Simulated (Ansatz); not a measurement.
Consider NaTi₂N₃.

```cif
data_structure
_symmetry_space_group_name_H-M 'P 1'
_symmetry_Int_Tables_number 1
_cell_length_a 3.0087
_cell_length_b 3.0087
_cell_length_c 7.9975
_cell_angle_alpha 90.002
_cell_angle_beta 89.998
_cell_angle_gamma 120.000
_cell_volume 62.70
loop_
_atom_site_label
_atom_site_type_symbol
_atom_site_fract_x
_atom_site_fract_y
_atom_site_fract_z
_atom_site_occupancy
Na1 Na 0.00000 0.00000 0.00000 1
Ti1 Ti 0.33341 0.66666 0.66384 1
Ti2 Ti 0.66673 0.33337 0.33616 1
N1 N 0.33334 0.66667 0.21879 1
N2 N 0.66665 0.33332 0.78121 1
N3 N 0.99994 0.99998 0.50000 1
```

Space group P-3m1; a structure from a database of computed crystals, not necessarily the ambient phase; started from the CaSm2S3-164 prototype, which need not be the ambient phase; changed on purpose from its base cell (shaken); computed without spin polarisation.

All numbers below come from DFT, PBEsol, plane waves, PAW in Ansatz 0.2.0.

> What can the converged valence pseudo-density and electron localisation function tell about the bonding?

Ti–N (1.97 Å): the density is about 0.75 e/Å³ at the midpoint; the ELF peaks at about 0.80 in the valence shell of N, 0.6 Å from its nucleus, and is about 0.30 at the midpoint (no localised pair shows between them).
Na–N (2.47 Å): the density is about 0.16 e/Å³ at the midpoint; the ELF peaks at about 0.85 in the valence shell of N, 0.7 Å from its nucleus, and is about 0.20 at the midpoint: a largely ionic contact.
Ti–N (2.18 Å): ρ is about 0.47 e/Å³ halfway; the ELF peaks at about 0.80 in the valence shell of N, 0.7 Å from its nucleus, and is about 0.20 at the midpoint (no localised pair shows between them).

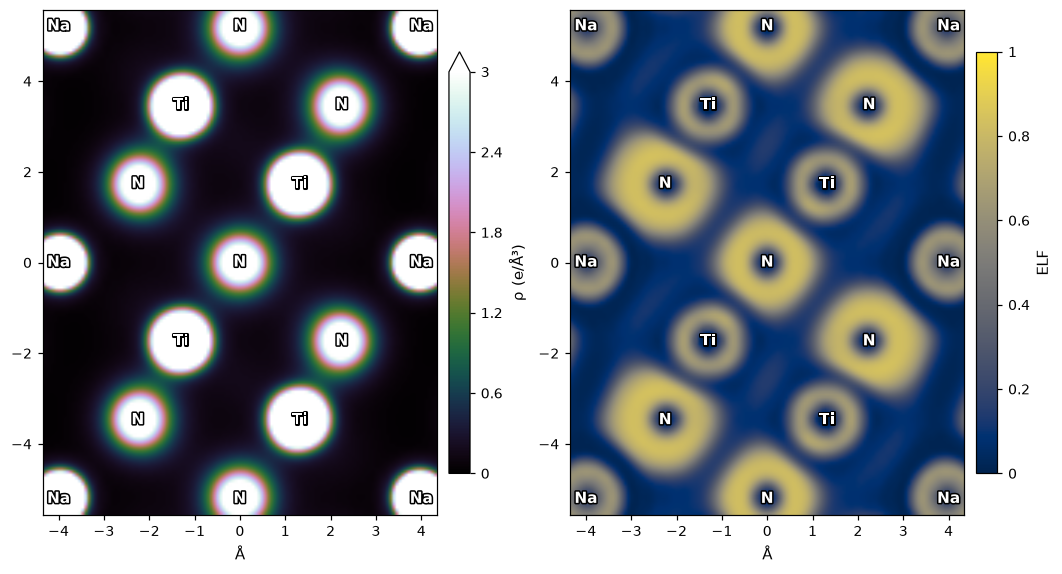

Computed valence pseudo-density and electron localisation function on the (110) plane of the conventional cell, in this order. 

In a PAW calculation such maps are meaningful between the atoms, not at the nuclei.
